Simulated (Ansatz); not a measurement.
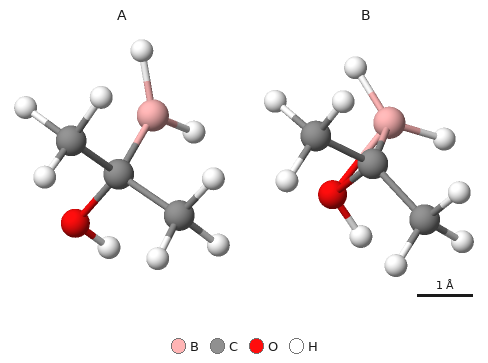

Two geometries of C3H9BO (coarse preliminary run), drawn at one scale. One is the start of a relaxation, the other its converged end. Style: ball-and-stick. Shown from a free direction.

Method: RKS PBE-D4/def2-SVP (Ansatz 0.2.0). (force threshold 0.03 eV/Å; at most 200 steps)

Question: Which one is relaxed?

Answer: Structure B is the relaxed one. The start comes from a force field. The atom that moves furthest after the best rigid fit is an H atom (0.87 Å). By element the largest moves are H 0.87 Å, O 0.63 Å, C 0.34 Å, B 0.29 Å. Near-neighbour distances that change, for instance: B–O 2.438 → 1.682 Å, C–O 1.425 → 1.554 Å, C–H 1.015 → 1.112 Å, C–H 1.146 → 1.110 Å. Bond angles that change, for instance: B–C–O 110.3° → 65.1°, B–C–C 108.9° → 122.0°, B–C–C 111.5° → 121.1°. Groups turn about C–O by about 35°. After 10 accepted moves (12 points after the start) the energy has fallen by 20.5 kcal/mol. The largest force component goes from 4.8 to 0.027 eV/Å. The line search rejected the trial steps at points 8, 10 of the run. The run took 7 s on 4 threads of AMD EPYC 9R45 96-Core, on a shared host.
